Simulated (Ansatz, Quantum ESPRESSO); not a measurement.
# Work function of Nb(100), 5 layers, one monolayer of Au on bridge sites, part 3 of 6

How much energy does it take to lift an electron out of Nb(100), 5 layers, one monolayer of Au on bridge sites, and how far do the settings matter?

Quantum ESPRESSO 7.5; plane-wave DFT, PBE, GBRV ultrasoft pseudopotentials; geometry and cross-check by Ansatz 0.2.0 with PAW datasets.

So far. Step 4 (Potential by pp.x): The vacuum is flat to 1.4 meV/Å, so its level is well defined. Inside the slab the curve depends on the local part of the pseudopotentials; only the vacuum level has a meaning of its own. Step 5 (Macroscopic average): Where the running mean is not flat inside, average.x's window, rounded to the grid, doesn't match the spacings there.

## Step 6: Valence density

plot_num = 0 writes the valence density.

Contents of rho.in:

```
&inputpp
  prefix = 'scf'
  outdir = './out'
  filplot = 'rho.dat'
  plot_num = 0
/
```

On the command line:

```sh
$ OMP_NUM_THREADS=1 mpirun -n 4 pp.x -in rho.in > rho.out
```

Log:

```text
[banner, memory and clock lines left out]
Program POST-PROC v.7.5 starts

          URL

     ./out/scf.save/

     IMPORTANT: XC functional enforced from input :
     Exchange-correlation= PBE
                           (   1   4   3   4   0   0   0)
     Any further DFT definition will be discarded
     Please, verify this is what you really want

     Check: negative core charge=   -0.000004

     negative rho (up, down):  4.612E-03 0.000E+00

     Adding external electric field

     Computed dipole along edir(3) :
        Dipole               -0.0736 Ry au,         -0.1872 Debye
        Dipole field         -0.0005 Ry au,

        Potential amp.        0.0457 Ry
        Total length         46.4419 bohr

     Calling punch_plot, plot_num =   0
     Writing data to file  rho.dat
     Message from routine chdens:
     namelist plot not found or invalid, exiting
```

Wall time 1.2 s (4 MPI ranks of Arm Neoverse V1, shared host); peak memory 0.16 GiB.

Read from the output:

* electrons by integration: 76.00 e

The valence density, planar mean oscillates, so the rows of the table below give means over windows of 2 Å about each position, cut where the curve ends. Its maxima inside the range that stand out by 2 % of the span (Å: e/Å³): 8.3: 0.891, 9.9: 0.907, 11.6: 0.906, 13.3: 0.916, 14.8: 0.898, 17.1: 0.752. Its minima: 9.1: 0.440, 10.8: 0.432, 12.4: 0.416, 14.1: 0.502, 15.9: 0.201.

Mean over planes. Valence density, planar mean against z; means over each step:

```
z (Å)  valence density, planar mean (e/Å³)
    2                               5.0e-6
    4                               2.5e-4
    6                               0.0131
    8                                0.553
   10                                0.682
   12                                0.719
   14                                0.785
   16                                0.473
   18                                0.263
   20                              0.00127
   22                               6.5e-6
```

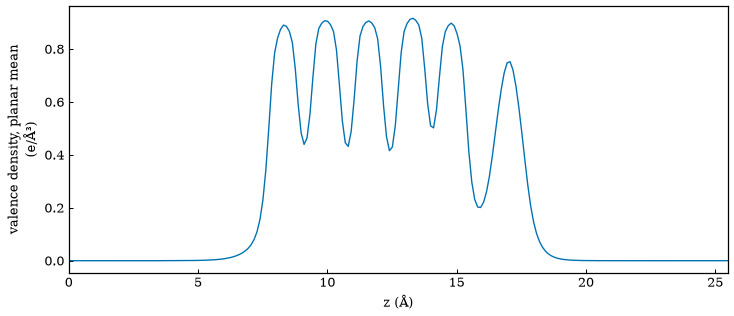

Valence density, planar mean against z.

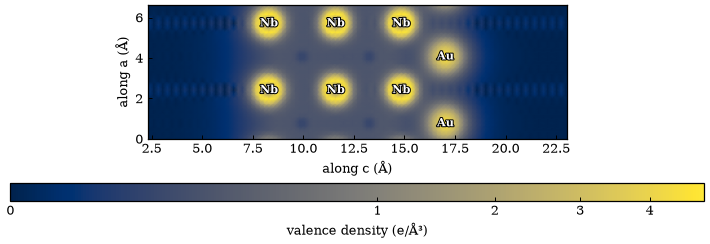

Valence density in the ca plane at fractional y = 0.000, with atoms of Nb and Au within 0.2 Å of it. It is the smooth field of the valence electrons, not physical close to the nuclei. The map starts off the cell's origin, so that atoms lie inside it. The colour scale is stretched toward low values. The far vacuum is left out of the map.

The density integrates to 76.000 electrons, as the 76 of the input ask.

## Step 7: Projected density of states

projwfc.x splits the states by atom and orbital; the spilling says how much the atomic basis misses.

Contents of pdos.in:

```
&projwfc
  prefix = 'scf'
  outdir = './out'
  filpdos = 'pdos'
  Emin = -3.612
  Emax = 8.388
  DeltaE = 0.1
  ngauss = 0
  degauss = 0.01
/
```

On the command line:

```sh
$ OMP_NUM_THREADS=1 mpirun -n 4 projwfc.x -in pdos.in > pdos.out
```

Log:

```text
[banner, memory and clock lines left out]
Program PROJWFC v.7.5 starts

          URL

     ./out/scf.save/

     IMPORTANT: XC functional enforced from input :
     Exchange-correlation= PBE
                           (   1   4   3   4   0   0   0)
     Any further DFT definition will be discarded
     Please, verify this is what you really want

     Check: negative core charge=   -0.000004

     negative rho (up, down):  4.612E-03 0.000E+00

     Adding external electric field

     Computed dipole along edir(3) :
        Dipole               -0.0736 Ry au,         -0.1872 Debye
        Dipole field         -0.0005 Ry au,

        Potential amp.        0.0457 Ry
        Total length         46.4419 bohr

     Gaussian broadening (read from input): ngauss,degauss=   0    0.010000

     Calling projwave ....
     one sub-group per band group will be used

     linear algebra parallelized on   4 procs

  Problem Sizes
  natomwfc =           74
  nx       =           37
  nbnd     =           46
  nkstot   =           34
  npwx     =         2117
  nkb      =          115

     Atomic states used for projection
     (read from pseudopotential files):

     state #   1: atom   1 (Nb ), wfc  1 (l=0 m= 1)
     state #   2: atom   1 (Nb ), wfc  2 (l=1 m= 1)
     state #   3: atom   1 (Nb ), wfc  2 (l=1 m= 2)
     state #   4: atom   1 (Nb ), wfc  2 (l=1 m= 3)
     state #   5: atom   1 (Nb ), wfc  3 (l=2 m= 1)
     state #   6: atom   1 (Nb ), wfc  3 (l=2 m= 2)
     state #   7: atom   1 (Nb ), wfc  3 (l=2 m= 3)
     state #   8: atom   1 (Nb ), wfc  3 (l=2 m= 4)
     state #   9: atom   1 (Nb ), wfc  3 (l=2 m= 5)
     state #  10: atom   1 (Nb ), wfc  4 (l=0 m= 1)
     state #  11: atom   1 (Nb ), wfc  5 (l=1 m= 1)
     state #  12: atom   1 (Nb ), wfc  5 (l=1 m= 2)
     state #  13: atom   1 (Nb ), wfc  5 (l=1 m= 3)
     state #  14: atom   2 (Nb ), wfc  1 (l=0 m= 1)
     state #  15: atom   2 (Nb ), wfc  2 (l=1 m= 1)
     state #  16: atom   2 (Nb ), wfc  2 (l=1 m= 2)
     state #  17: atom   2 (Nb ), wfc  2 (l=1 m= 3)
     state #  18: atom   2 (Nb ), wfc  3 (l=2 m= 1)
     state #  19: atom   2 (Nb ), wfc  3 (l=2 m= 2)
     state #  20: atom   2 (Nb ), wfc  3 (l=2 m= 3)
     state #  21: atom   2 (Nb ), wfc  3 (l=2 m= 4)
     state #  22: atom   2 (Nb ), wfc  3 (l=2 m= 5)
     state #  23: atom   2 (Nb ), wfc  4 (l=0 m= 1)
     state #  24: atom   2 (Nb ), wfc  5 (l=1 m= 1)
     state #  25: atom   2 (Nb ), wfc  5 (l=1 m= 2)
     state #  26: atom   2 (Nb ), wfc  5 (l=1 m= 3)
     state #  27: atom   3 (Nb ), wfc  1 (l=0 m= 1)
     state #  28: atom   3 (Nb ), wfc  2 (l=1 m= 1)
     state #  29: atom   3 (Nb ), wfc  2 (l=1 m= 2)
     state #  30: atom   3 (Nb ), wfc  2 (l=1 m= 3)
     state #  31: atom   3 (Nb ), wfc  3 (l=2 m= 1)
     state #  32: atom   3 (Nb ), wfc  3 (l=2 m= 2)
     state #  33: atom   3 (Nb ), wfc  3 (l=2 m= 3)
     state #  34: atom   3 (Nb ), wfc  3 (l=2 m= 4)
     state #  35: atom   3 (Nb ), wfc  3 (l=2 m= 5)
     state #  36: atom   3 (Nb ), wfc  4 (l=0 m= 1)
     state #  37: atom   3 (Nb ), wfc  5 (l=1 m= 1)
     state #  38: atom   3 (Nb ), wfc  5 (l=1 m= 2)
     state #  39: atom   3 (Nb ), wfc  5 (l=1 m= 3)
     state #  40: atom   4 (Nb ), wfc  1 (l=0 m= 1)
     state #  41: atom   4 (Nb ), wfc  2 (l=1 m= 1)
     state #  42: atom   4 (Nb ), wfc  2 (l=1 m= 2)
     state #  43: atom   4 (Nb ), wfc  2 (l=1 m= 3)
     state #  44: atom   4 (Nb ), wfc  3 (l=2 m= 1)
     state #  45: atom   4 (Nb ), wfc  3 (l=2 m= 2)
     state #  46: atom   4 (Nb ), wfc  3 (l=2 m= 3)
     state #  47: atom   4 (Nb ), wfc  3 (l=2 m= 4)
     state #  48: atom   4 (Nb ), wfc  3 (l=2 m= 5)
     state #  49: atom   4 (Nb ), wfc  4 (l=0 m= 1)
     state #  50: atom   4 (Nb ), wfc  5 (l=1 m= 1)
     state #  51: atom   4 (Nb ), wfc  5 (l=1 m= 2)
     state #  52: atom   4 (Nb ), wfc  5 (l=1 m= 3)
     state #  53: atom   5 (Nb ), wfc  1 (l=0 m= 1)
     state #  54: atom   5 (Nb ), wfc  2 (l=1 m= 1)
     state #  55: atom   5 (Nb ), wfc  2 (l=1 m= 2)
     state #  56: atom   5 (Nb ), wfc  2 (l=1 m= 3)
     state #  57: atom   5 (Nb ), wfc  3 (l=2 m= 1)
     state #  58: atom   5 (Nb ), wfc  3 (l=2 m= 2)
     state #  59: atom   5 (Nb ), wfc  3 (l=2 m= 3)
     state #  60: atom   5 (Nb ), wfc  3 (l=2 m= 4)
     state #  61: atom   5 (Nb ), wfc  3 (l=2 m= 5)
     state #  62: atom   5 (Nb ), wfc  4 (l=0 m= 1)
     state #  63: atom   5 (Nb ), wfc  5 (l=1 m= 1)
     state #  64: atom   5 (Nb ), wfc  5 (l=1 m= 2)
     state #  65: atom   5 (Nb ), wfc  5 (l=1 m= 3)
     state #  66: atom   6 (Au ), wfc  1 (l=2 m= 1)
     state #  67: atom   6 (Au ), wfc  1 (l=2 m= 2)
     state #  68: atom   6 (Au ), wfc  1 (l=2 m= 3)
     state #  69: atom   6 (Au ), wfc  1 (l=2 m= 4)
     state #  70: atom   6 (Au ), wfc  1 (l=2 m= 5)
     state #  71: atom   6 (Au ), wfc  2 (l=0 m= 1)
     state #  72: atom   6 (Au ), wfc  3 (l=1 m= 1)
     state #  73: atom   6 (Au ), wfc  3 (l=1 m= 2)
     state #  74: atom   6 (Au ), wfc  3 (l=1 m= 3)

[... projections of each state ...]
Lowdin Charges:

     Atom #   1: total charge =  12.8971, s =  2.2929,
     Atom #   1: total charge =  12.8971, p =  6.6129, pz=  2.1394, px=  2.2366, py=  2.2369,
     Atom #   1: total charge =  12.8971, d =  3.9913, dz2=  0.8147, dxz=  0.7787, dyz=  0.7815, dx2-y2=  0.7877, dxy=  0.8288,
     Atom #   2: total charge =  13.0805, s =  2.2012,
     Atom #   2: total charge =  13.0805, p =  6.7980, pz=  2.2726, px=  2.2636, py=  2.2618,
     Atom #   2: total charge =  13.0805, d =  4.0813, dz2=  0.7138, dxz=  0.8997, dyz=  0.9018, dx2-y2=  0.6777, dxy=  0.8884,
     Atom #   3: total charge =  12.9811, s =  2.1794,
     Atom #   3: total charge =  12.9811, p =  6.7028, pz=  2.2472, px=  2.2278, py=  2.2279,
     Atom #   3: total charge =  12.9811, d =  4.0989, dz2=  0.6814, dxz=  0.8832, dyz=  0.8835, dx2-y2=  0.7768, dxy=  0.8740,
     Atom #   4: total charge =  13.0672, s =  2.1913,
     Atom #   4: total charge =  13.0672, p =  6.7274, pz=  2.2352, px=  2.2507, py=  2.2415,
     Atom #   4: total charge =  13.0672, d =  4.1485, dz2=  0.6997, dxz=  0.8853, dyz=  0.9250, dx2-y2=  0.6897, dxy=  0.9488,
     Atom #   5: total charge =  12.9865, s =  2.2331,
     Atom #   5: total charge =  12.9865, p =  6.7774, pz=  2.2924, px=  2.2723, py=  2.2127,
     Atom #   5: total charge =  12.9865, d =  3.9760, dz2=  0.8565, dxz=  0.8089, dyz=  0.6850, dx2-y2=  0.7537, dxy=  0.8719,
     Atom #   6: total charge =  10.9358, s =  0.7491,
     Atom #   6: total charge =  10.9358, p =  0.5633, pz=  0.1095, px=  0.2312, py=  0.2226,
     Atom #   6: total charge =  10.9358, d =  9.6235, dz2=  1.9046, dxz=  1.8888, dyz=  1.9490, dx2-y2=  1.9369, dxy=  1.9441,
     Spilling Parameter:   0.0007
```

The job ended after 2.7 s (4 MPI ranks; peak memory 0.24 GiB; 11 s of CPU time).

This step gave:

* spilling of the projection: 7.00e-4

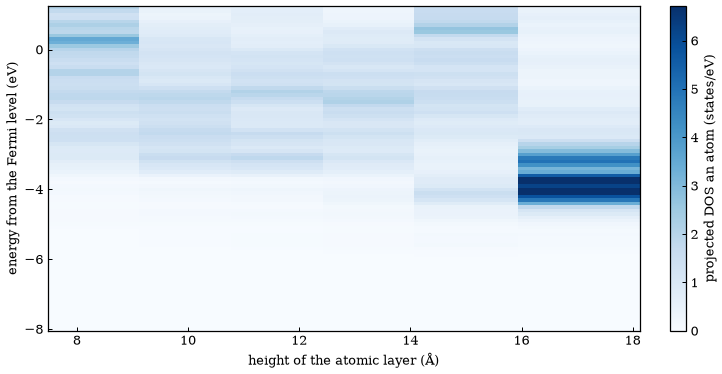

Projected DOS an atom over height of the atomic layer and energy from the Fermi level. Columns are the atomic layers from the bottom up.

The atomic orbitals miss 0.1 % of the occupied states; for empty states the projections can miss much more.

## Step 8: Self-consistent run: open boundaries by the effective screening medium

The effective screening medium with bc1 puts vacuum on both sides and removes the images along the normal. The slab must sit about z = 0, symmetry is kept, and the .esm1 file holds the planar potential.

Contents of esm.in:

```
&control
  prefix = 'esm'
  outdir = './out'
  pseudo_dir = './pseudo'
  calculation = 'scf'
  tprnfor = .true.
/
&system
  ibrav = 0
  nat = 6
  ntyp = 2
  ecutwfc = 40
  ecutrho = 200
  occupations = 'smearing'
  smearing = 'mv'
  degauss = 0.02
  assume_isolated = 'esm'
  esm_bc = 'bc1'
/
&electrons
  conv_thr = 1e-07
  mixing_beta = 0.4
  electron_maxstep = 120
  mixing_mode = 'local-TF'
/
ATOMIC_SPECIES
  Nb  92.9064  nb_pbe_v1.uspp.F.UPF
  Au  196.9666  au_pbe_v1.uspp.F.UPF
CELL_PARAMETERS angstrom
  3.30000000000000 0.00000000000000 0.00000000000000
  0.00000000000000 3.30000000000000 0.00000000000000
  0.00000000000000 0.00000000000000 25.60000000000000
ATOMIC_POSITIONS crystal
  Nb  0.000000000000 0.000000000000 -0.170520529569
  Nb  0.500000000000 0.500000000000 -0.106067404569
  Nb  0.000000000000 0.000000000000 -0.041614279569
  Nb  0.500000000000 0.500000000000 0.023756150092
  Nb  0.000000000000 0.000000000000 0.084982298493
  Au  0.500000000000 0.000000000000 0.170520529569
K_POINTS automatic
  8 8 1 0 0 0
```

On the command line:

```sh
$ OMP_NUM_THREADS=1 mpirun -n 4 pw.x -nk 4 -in esm.in > esm.out
```

Log:

```text
[banner, memory and clock lines left out]
Program PWSCF v.7.5 starts
[citation notice left out]

[...]
Message from routine setup:
[...]
bravais-lattice index     =            0
     lattice parameter (alat)  =       6.2361  a.u.
     unit-cell volume          =    1881.3277 (a.u.)^3
     number of atoms/cell      =            6
     number of atomic types    =            2
     number of electrons       =        76.00
     number of Kohn-Sham states=           46
     kinetic-energy cutoff     =      40.0000  Ry
     charge density cutoff     =     200.0000  Ry
     scf convergence threshold =      1.0E-07
     mixing beta               =       0.4000
     number of iterations used =            8  local-TF  mixing
     Exchange-correlation= SLA  PW   PBE  PBE
                           (   1   4   3   4   0   0   0)

     Effective Screening Medium Method
     Boundary Conditions: Vacuum-Slab-Vacuum
     total charge in unit cell        =   0.0000
     grid points for fit at edges     =        4

[...]
PseudoPot. # 1 for Nb read from file:
     ./pseudo/nb_pbe_v1.uspp.F.UPF
     Pseudo is Ultrasoft + core correction, Zval = 13.0
     Generated by new atomic code, or converted to UPF format
     Using radial grid of  887 points,  6 beta functions with:
                l(1) =   0
                l(2) =   0
                l(3) =   1
                l(4) =   1
                l(5) =   2
                l(6) =   2
     Q(r) pseudized with  6 coefficients,  rinner =    1.000   1.000   1.000
                                                       1.000   1.000

     PseudoPot. # 2 for Au read from file:
     ./pseudo/au_pbe_v1.uspp.F.UPF
     Pseudo is Ultrasoft + core correction, Zval = 11.0
     Generated by new atomic code, or converted to UPF format
     Using radial grid of  985 points,  7 beta functions with:
                l(1) =   0
                l(2) =   0
                l(3) =   1
                l(4) =   1
                l(5) =   2
                l(6) =   2
                l(7) =   3
     Q(r) pseudized with  6 coefficients,  rinner =    1.900   1.900   1.900
                                                       1.900   1.900   1.900
                                                       1.900

     atomic species   valence    mass     pseudopotential
     Nb               13.00    92.90640     Nb( 1.00)
     Au               11.00   196.96660     Au( 1.00)

      4 Sym. Ops. (no inversion) found

[...]
number of k points=    25  Marzari-Vanderbilt smearing, width (Ry)=  0.0200
[...]
Dense  grid:    89773 G-vectors     FFT dimensions: (  30,  30, 225)

     Smooth grid:    64403 G-vectors     FFT dimensions: (  25,  25, 200)

     Check: negative core charge=   -0.000004

     Initial potential from superposition of free atoms

     starting charge      75.9862, renormalised to      76.0000

     negative rho (up, down):  4.546E-03 0.000E+00
     Starting wfcs are   74 randomized atomic wfcs

     per-process dynamical memory:   106.4 Mb

     Self-consistent Calculation

     iteration #  1     ecut=    40.00 Ry     beta= 0.40
     Davidson diagonalization with overlap
     ethr =  1.00E-02,  avg # of iterations =  1.5

     negative rho (up, down):  2.264E-03 0.000E+00

     total energy              =    -704.38666360 Ry
     estimated scf accuracy    <       6.08870007 Ry

     iteration #  2     ecut=    40.00 Ry     beta= 0.40
[...]
negative rho (up, down):  5.759E-04 0.000E+00

[...]
total energy              =    -704.14414765 Ry
     estimated scf accuracy    <       2.56020237 Ry

     iteration #  3     ecut=    40.00 Ry     beta= 0.40
[...]
negative rho (up, down):  5.624E-04 0.000E+00

[...]
total energy              =    -704.36003996 Ry
     estimated scf accuracy    <       1.29439393 Ry

     iteration #  4     ecut=    40.00 Ry     beta= 0.40
[...]
negative rho (up, down):  3.301E-04 0.000E+00

[...]
total energy              =    -704.31956495 Ry
     estimated scf accuracy    <       1.10916529 Ry

     iteration #  5     ecut=    40.00 Ry     beta= 0.40
[...]
negative rho (up, down):  1.879E-04 0.000E+00

[...]
total energy              =    -704.35083886 Ry
     estimated scf accuracy    <       0.11556158 Ry

     iteration #  6     ecut=    40.00 Ry     beta= 0.40
[...]
c_bands:  1 eigenvalues not converged
[...]
negative rho (up, down):  1.866E-04 0.000E+00

[...]
total energy              =    -704.45201242 Ry
     estimated scf accuracy    <       0.97478113 Ry

[...]
iteration # 39     ecut=    40.00 Ry     beta= 0.40
[...]
negative rho (up, down):  4.617E-03 0.000E+00

[...]
total energy              =    -704.42972519 Ry
     estimated scf accuracy    <       0.00000040 Ry

     iteration # 40     ecut=    40.00 Ry     beta= 0.40
[...]
negative rho (up, down):  4.617E-03 0.000E+00

[...]
total energy              =    -704.42972414 Ry
     estimated scf accuracy    <       0.00000018 Ry

     iteration # 41     ecut=    40.00 Ry     beta= 0.40
[...]
negative rho (up, down):  4.606E-03 0.000E+00

[...]
total energy              =    -704.42973063 Ry
     estimated scf accuracy    <       0.00000012 Ry

     iteration # 42     ecut=    40.00 Ry     beta= 0.40
[...]
negative rho (up, down):  4.589E-03 0.000E+00

[...]
End of self-consistent calculation

          k = 0.0000 0.0000 0.0000 (  8041 PWs)   bands (ev):

   -59.1275 -59.0312 -58.4964 -58.3089 -58.1427 -35.2834 -35.1893 -35.1122
   -35.1086 -35.0511 -35.0344 -34.7637 -34.5831 -34.5819 -34.4553 -34.2124
   -34.2070 -34.0530 -33.9378 -33.9294  -9.9365  -9.2150  -8.7093  -8.2601
    -7.8187  -7.7432  -7.5595  -7.4161  -7.1782  -6.8442  -6.7351  -6.7160
    -6.0487  -5.2797  -4.0134  -3.8736  -3.8731  -3.7228  -3.6593  -3.6347
    -3.3853  -3.1345  -3.0343  -3.0314  -2.4821  -1.7700

          k = 0.0000 0.1250 0.0000 (  8031 PWs)   bands (ev):

   -59.1227 -59.0257 -58.4855 -58.3100 -58.1494 -35.2939 -35.2044 -35.1605
   -35.1056 -35.0980 -35.0180 -34.7361 -34.6783 -34.5670 -34.3761 -34.2616
   -34.2207 -34.0130 -33.9632 -33.9553  -9.6829  -9.0022  -8.6389  -8.0876
    -7.7351  -7.6969  -7.3731  -7.3379  -7.2003  -6.8494  -6.7942  -6.4126
    -5.8652  -5.2919  -4.2619  -4.2288  -4.1978  -4.0179  -3.5782  -3.5606
    -3.5103  -3.3940  -2.6249  -2.4518  -2.3685  -2.1709

[...]
the Fermi energy is    -4.0746 ev

!    total energy              =    -704.42973488 Ry
     estimated scf accuracy    <       0.00000004 Ry
     smearing contrib. (-TS)   =      -0.00016559 Ry
     internal energy E=F+TS    =    -704.42956929 Ry

     The total energy is F=E-TS. E is the sum of the following terms:
     one-electron contribution =   11712.77317364 Ry
     hartree contribution      =   -5868.91769835 Ry
     xc contribution           =    -153.98307528 Ry
     ewald contribution        =   -6394.30196931 Ry

     convergence has been achieved in  42 iterations

     negative rho (up, down):  4.589E-03 0.000E+00

     Forces acting on atoms (cartesian axes, Ry/au):

     atom    1 type  1   force =     0.00000000    0.00000000    0.04695338
     atom    2 type  1   force =     0.00000000    0.00000000   -0.04733574
     atom    3 type  1   force =     0.00000000    0.00000000    0.00125891
     atom    4 type  1   force =     0.00000000    0.00000000    0.00095831
     atom    5 type  1   force =     0.00000000    0.00000000   -0.00141672
     atom    6 type  2   force =     0.00000000    0.00000000   -0.00049583

     Total force =     0.066709     Total SCF correction =     0.000854

[...]
```

The job ended after 4 min (4 MPI ranks; peak memory 1 GiB).

Numbers from this step:

- free energy: -9584.2548 eV
- Fermi energy: -4.075 eV
- vacuum line at the lower end of the cell, over the Fermi level: 3.750 eV
- vacuum line at the upper end of the cell, over the Fermi level: 4.399 eV

The potential energy, planar mean oscillates, so the rows of the table below give means over windows of 1.6 Å about each position, cut where the curve ends. Its maxima inside the range that stand out by 2 % of the span (Å: eV): -3.5: -6.53, -1.9: -6.74, -0.2: -6.23, 1.4: -8.01, 4.3: 0.584. Its minima: -4.3: -21.6, -2.7: -21.3, -1.0: -21.4, 0.6: -21.2, 2.2: -21.8, 4.8: -0.115.

Electrostatic potential energy of an electron; zero at the Fermi level. The potential energy, planar mean by z; means over each step:

```
 z (Å)  potential energy, planar mean (eV)
-11.94                                3.75
-10.34                                3.75
 -8.74                                3.74
 -7.14                                3.56
 -5.54                               -1.34
 -3.94                               -14.0
 -2.34                               -13.9
 -0.74                               -13.8
  0.86                               -14.5
  2.46                               -12.5
  4.06                              0.0569
  5.66                                2.68
  7.26                                4.37
  8.86                                4.40
 10.46                                4.40
 12.06                                4.40
```

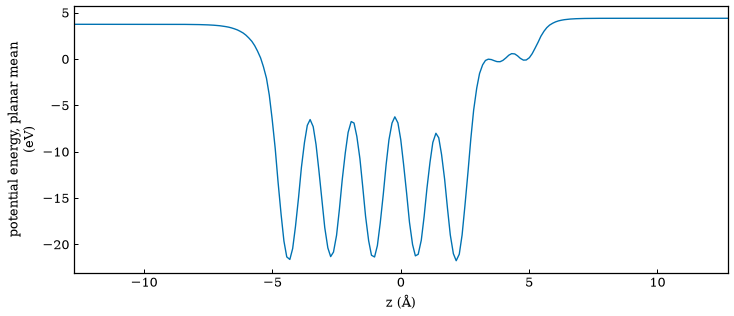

Potential energy, planar mean, plotted against z.

The vacuum levels are read from the outermost 0.7 Å of the cell on either side.

The run needed 42 iterations to bring the estimated error under 1e-07 Ry; the largest force on any atom, held or free, is 1.22 eV/Å.

The upper level is 4.399 eV against 4.400 eV from the periodic run.

[end of part 3 of 6]

[Logs are printed without paths, hosts, clocks, repeated set-up lines and the standing remarks that a program may print on its own settings, such as how far it seeks lower states.]

[Hosts, paths, dates, database ids (printed as entryN), source tags and the programs' standing remarks are cut or masked in the printed files.]

[Maps of the electrostatic potential energy from Ansatz leave out the sawtooth potential of an applied field or a dipole correction, so their vacuum need not be flat; planar profiles and work functions include it.]
